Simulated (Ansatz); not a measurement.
**One shape, several levels: doublet C2H7BO+**

Wanted: a comparison of 6 runs (UHF/cc-pVDZ, U-wB97M-V/cc-pVDZ, U-wB97X/cc-pVDZ, UCAM-B3LYP/cc-pVDZ, RPA@PBE/cc-pVDZ, UCCSD(T)/cc-pVDZ) of doublet C2H7BO+. 

The calculation is run with Ansatz 0.2.0.

62 further runs of the same task are left out: 62 set aside as unsound or not needed. Runs told in other sessions of the task aren't counted.

### 1 The structure to begin with

The species is C2H7BO+ (11 atoms), meant as a doublet with charge +1. SMILES of the parent species: `CBOC`. The shape is that of a PBE0-D4/def2-TZVP optimisation. This is one conformer, not always the lowest. That shape belongs to the parent species and isn't relaxed for this state.

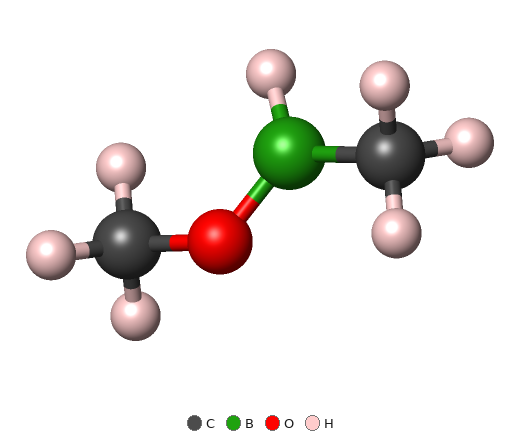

The structure, seen from a chosen angle (carbon dark grey, boron green, oxygen red, hydrogen pink).

### 2 A single-point energy at UHF/cc-pVDZ (run 1)

File run.yaml:

```yaml
crystal:
  periodic: [false, false, false]
  atoms:
    - {symbol: C, position_ang: [-1.306200, 1.341700, -0.364700]}
    - {symbol: B, position_ang: [-0.434700, 0.206700, 0.257100]}
    - {symbol: O, position_ang: [0.626600, -0.267100, -0.425200]}
    - {symbol: C, position_ang: [1.454400, -1.289700, 0.083900]}
    - {symbol: H, position_ang: [-0.966000, 1.657000, -1.352600]}
    - {symbol: H, position_ang: [-2.351400, 1.021300, -0.437600]}
    - {symbol: H, position_ang: [-1.315700, 2.214600, 0.297900]}
    - {symbol: H, position_ang: [-0.678700, -0.268200, 1.340800]}
    - {symbol: H, position_ang: [1.446400, -2.133000, -0.610100]}
    - {symbol: H, position_ang: [1.113800, -1.626100, 1.067400]}
    - {symbol: H, position_ang: [2.476800, -0.914200, 0.163700]}
basis:
  gaussian: {orbitals: cc-pVDZ}
total_charge: 1
accuracy: high
output: {orbitals: {seedname: orbitals}}
magnetization: {spin_polarized: true, initial_magnetization: 1}
hamiltonian: {xc: hf}
```

The run is started by

```sh
$ ansatz run run.yaml --threads 1 --pin off --max-ram 3480MiB --events-out events.jsonl --progress --plain --runs-dir runs
```

The program printed:

```text
Warning: RAYON_NUM_THREADS=1 ignored (pool sized by the plan → 1); use --threads N
Functional definition: HF
  name "HF"
  exchange = exact_x
  correlation = 0
2199 factors; integrals over basis functions are off by at most 4.8e-9 eV
mean field evaluation 1: about -4865.9486 eV, gradient 3.4e1 eV
mean field evaluation 2: about -4866.0926 eV, gradient 3.4e1 eV
mean field evaluation 4: about -4871.2849 eV, gradient 4.1e0 eV
mean field evaluation 8: about -4871.4302 eV, gradient 3.2e-1 eV
mean field evaluation 16: about -4871.4426 eV, gradient 6.0e-5 eV
mean field evaluation 32: about -4864.8663 eV, gradient 3.7e1 eV
mean field evaluation 64: about -4871.7295 eV, gradient 3.0e-8 eV
mean field evaluation 96: about -4871.6185 eV, gradient 2.4e0 eV
mean field evaluation 128: about -4871.6089 eV, gradient 4.4e-1 eV
mean field evaluation 160: about -4871.4284 eV, gradient 5.8e-1 eV
mean field evaluation 192: about -4871.4338 eV, gradient 2.5e-1 eV
mean field -4871.72946388 eV, -179.0327556209 hartree, gradient 3.9e-8 eV, S^2 0.760518; 3 other end points of the search recorded, 0 dependent functions left out
reference -4871.72946388 eV, -179.0327556209 hartree; 16, 15 occupied and 75, 76 virtual orbitals, 2199 factors
Total energy: -4871.72946388 eV, -179.0327556209 hartree
```

Run time: 13 s. Hardware: 1 thread of Arm Neoverse V2, shared host; peak memory 0.34 GiB.

### 3 A single-point energy at U-wB97M-V/cc-pVDZ (run 2)

File molecule.yaml:

```yaml
crystal:
  periodic: [false, false, false]
  atoms:
    - {symbol: C, position_ang: [-1.306200, 1.341700, -0.364700]}
    - {symbol: B, position_ang: [-0.434700, 0.206700, 0.257100]}
    - {symbol: O, position_ang: [0.626600, -0.267100, -0.425200]}
    - {symbol: C, position_ang: [1.454400, -1.289700, 0.083900]}
    - {symbol: H, position_ang: [-0.966000, 1.657000, -1.352600]}
    - {symbol: H, position_ang: [-2.351400, 1.021300, -0.437600]}
    - {symbol: H, position_ang: [-1.315700, 2.214600, 0.297900]}
    - {symbol: H, position_ang: [-0.678700, -0.268200, 1.340800]}
    - {symbol: H, position_ang: [1.446400, -2.133000, -0.610100]}
    - {symbol: H, position_ang: [1.113800, -1.626100, 1.067400]}
    - {symbol: H, position_ang: [2.476800, -0.914200, 0.163700]}
basis:
  gaussian: {orbitals: cc-pVDZ}
total_charge: 1
magnetization: {spin_polarized: true, initial_magnetization: 1}
hamiltonian: {xc: {name: wB97M-V}}
accuracy: high
output: {orbitals: {seedname: orbitals}}
```

The run is started by

```sh
$ ansatz run molecule.yaml --threads 1 --pin off --max-ram 3480MiB --events-out events.jsonl --progress --plain --runs-dir runs
```

The program printed, cut to the lines that bear on the results:

```text
Warning: RAYON_NUM_THREADS=1 ignored (pool sized by the plan → 1); use --threads N
Functional definition: wB97M-V
  name "wB97M-V"
[...]
  gx(w, u) = 1 - cx + cx01*u + cx10*w
  gss(w, u) = css00 + css04*u^4 + css10*w + css20*w^2 + css43*w^4*u^3
  gos(w, u) = cos00 + cos10*w + (cos20 + cos21*u)*w^2 + (cos60 + cos61*u)*w^6
[...]
      + integral(e_c_pw_mod_opposite_spin*gos(b97_w_opposite, b97_u_opposite)) + vv10(b, c)
2199 factors; integrals over basis functions are off by at most 4.8e-9 eV
392 factors; integrals over basis functions are off by at most 2.3e-9 eV
[...]
mean field -4899.43446012 eV, -180.0508954535 hartree, gradient 4.9e-8 eV, S^2 0.754743; 4 other end points of the search recorded, 0 dependent functions left out
reference -4899.43446455 eV, -180.0508956162 hartree; 16, 15 occupied and 75, 76 virtual orbitals, 2199 factors
Total energy: -4899.43446455 eV, -180.0508956162 hartree
```

Run time: 3.3 min. Hardware: 1 thread of Arm Neoverse V2, shared host; peak memory 0.99 GiB.

Run 3 isn't shown in full; the table further down has it.

### 4 A single-point energy at UCAM-B3LYP/cc-pVDZ (run 4)

File input.yaml:

```yaml
crystal:
  periodic: [false, false, false]
  atoms:
    - {symbol: C, position_ang: [-1.306200, 1.341700, -0.364700]}
    - {symbol: B, position_ang: [-0.434700, 0.206700, 0.257100]}
    - {symbol: O, position_ang: [0.626600, -0.267100, -0.425200]}
    - {symbol: C, position_ang: [1.454400, -1.289700, 0.083900]}
    - {symbol: H, position_ang: [-0.966000, 1.657000, -1.352600]}
    - {symbol: H, position_ang: [-2.351400, 1.021300, -0.437600]}
    - {symbol: H, position_ang: [-1.315700, 2.214600, 0.297900]}
    - {symbol: H, position_ang: [-0.678700, -0.268200, 1.340800]}
    - {symbol: H, position_ang: [1.446400, -2.133000, -0.610100]}
    - {symbol: H, position_ang: [1.113800, -1.626100, 1.067400]}
    - {symbol: H, position_ang: [2.476800, -0.914200, 0.163700]}
basis:
  gaussian: {orbitals: cc-pVDZ}
output: {orbitals: {seedname: orbitals}}
hamiltonian: {xc: {name: CAM-B3LYP}}
accuracy: high
magnetization: {spin_polarized: true, initial_magnetization: 1}
total_charge: 1
```

The run is started by

```sh
$ ansatz run input.yaml --threads 1 --pin off --max-ram 3480MiB --events-out events.jsonl --progress --plain --runs-dir runs
```

The program printed, cut to the lines that bear on the results:

```text
Warning: RAYON_NUM_THREADS=1 ignored (pool sized by the plan → 1); use --threads N
Functional definition: CAM-B3LYP
  name "CAM-B3LYP"
[...]
2199 factors; integrals over basis functions are off by at most 4.8e-9 eV
447 factors; integrals over basis functions are off by at most 2.3e-9 eV
[...]
mean field -4899.48044285 eV, -180.0525852877 hartree, gradient 3.7e-8 eV, S^2 0.756496; 4 other end points of the search recorded, 0 dependent functions left out
reference -4899.48046231 eV, -180.0525860027 hartree; 16, 15 occupied and 75, 76 virtual orbitals, 2199 factors
Total energy: -4899.48046231 eV, -180.0525860027 hartree
```

Wall time 28 s (1 thread of Arm Neoverse V2, shared host); peak memory 0.44 GiB.

Run 5 isn't shown in full; the table further down has it.

### 5 The energy at UCCSD(T)/cc-pVDZ (run 6)

input.yaml, as its differences from that of step 4:

```diff
@@ -15,7 +15,13 @@
 basis:
-  gaussian: {orbitals: cc-pVDZ}
-output: {orbitals: {seedname: orbitals}}
-hamiltonian: {xc: {name: CAM-B3LYP}}
+  gaussian:
+    orbitals: cc-pVDZ
+total_charge: 1
+magnetization:
+  spin_polarized: true
+  initial_magnetization: 1
+correlation:
+  method: ccsd_t
+  frozen_orbitals: {B: 1, C: 1, H: 0, O: 1}
 accuracy: high
-magnetization: {spin_polarized: true, initial_magnetization: 1}
-total_charge: 1
+scf:
+  omitted_lower_state_checks: [cluster_reference, increment]
```

The run is started by

```sh
$ ansatz run input.yaml --threads 1 --pin off --max-ram 3480MiB --events-out events.jsonl --progress --plain --runs-dir runs
```

The program printed:

```text
Warning: RAYON_NUM_THREADS=1 ignored (pool sized by the plan → 1); use --threads N
[... 15 lines left out ...]
4 core orbitals not correlated: weight in the atoms' cores, before any rotation towards them, 1.000 or more for the frozen orbitals, at most 0.000 for the correlated occupied ones
[... 43 lines left out ...]
Total energy: -4887.62179223 eV, -179.6167879155 hartree
Checks for a lower state left out: cluster_reference, increment
```

It took 3 min on 1 thread of Arm Neoverse V2, shared host; peak memory 1.3 GiB.

### 6 The series

```tsv
run	level	frozen core orbitals	energy (Eh)	HOMO energy (eV)	LUMO energy (eV)	⟨S²⟩	wall time
1	UHF/cc-pVDZ	–	-179.032756	-18.24	-8.13	0.761	13 s
2	U-wB97M-V/cc-pVDZ	–	-180.050896	-17.65	-10.97	0.755	3.3 min
3	U-wB97X/cc-pVDZ	–	-180.097854	-17.76	-10.93	0.756	2 min
4	UCAM-B3LYP/cc-pVDZ	–	-180.052586	-16.75	-11.84	0.756	28 s
5	RPA@PBE/cc-pVDZ	4	-179.917292	–	–	0.752	40 s
6	UCCSD(T)/cc-pVDZ	4	-179.616788	–	–	0.761	3 min
```

### 7 Results

| quantity | value |
| --- | --- |
| run 6: total energy | -179.61679 Eh |
| run 6: correlation energy (4 core orbitals frozen) | -584.0 mEh |
| run 6: (T) correction | -15.47 mEh |
| run 6: ⟨S²⟩ of the reference determinant | 0.761 |
| run 6: T1 diagnostic | 0.032 |

Totals of different functionals can't be ranked against each other. All runs together took 9.7 min, the longest 3.3 min.
